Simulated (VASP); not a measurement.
Band structure of AuZn (CsCl type). Level of theory: r2SCAN meta-GGA, VASP's PBE PAW potentials (set 64) (plane waves; VASP).

Unless said otherwise, spin-orbit coupling is left out, though it shifts the bands of the heavy elements here.

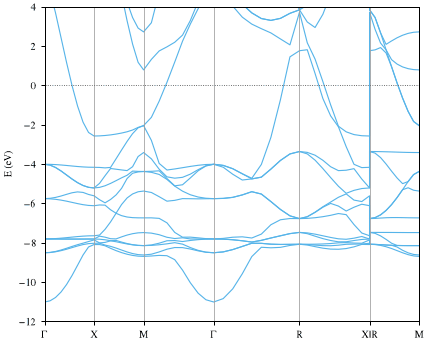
*Bands along high-symmetry lines, zero at the valence-band maximum or, without a gap, the Fermi level*

Read the plot: is there a gap, and where are the band edges?

It has no gap at this level: it comes out as a metal or semimetal.

The compound is AuZn in the CsCl type structure. The cell was not relaxed at this level. The electron count is odd and the run is not spin-polarised, which forces a metal.
